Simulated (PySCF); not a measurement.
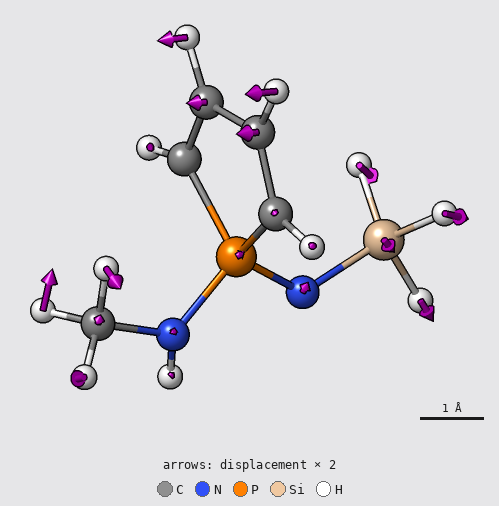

This is a relaxation of C5H11N2PSi. The starting structure is drawn; purple arrows show the displacements, 2 times their true length. The two geometries are superimposed by the best rigid fit.

A ball-and-stick model, seen at a tilt.

The start comes from GFN2-xTB. Its atoms were then displaced at random by about 0.01 Å.

Method: PBE0-D3(BJ)/def2-SVP geometry optimisation, gas phase (PySCF). 

### Atoms of which element are displaced furthest, and by how much?

Hydrogen: up to 0.37 Å, against 0.22 Å for carbon.

### What happened in the run?

After 13 geometry steps the energy has fallen by 7.19 kcal/mol. The atom that moves furthest after the best rigid fit is an H atom (0.37 Å). By element the largest moves are H 0.37 Å, C 0.22 Å, Si 0.18 Å, N 0.11 Å, P 0.08 Å. Near-neighbour distances that change, for instance: N–P 1.610 → 1.554 Å, H–Si 1.445 → 1.496 Å, H–Si 1.459 → 1.505 Å, C–H 1.058 → 1.091 Å. Bond angles that change, for instance: P–N–Si 126.4° → 135.9°, N–Si–H 102.6° → 109.6°, N–P–C 114.6° → 110.5°. Cost: 7.5 min on 1 thread of Arm Neoverse V1, on a shared host.
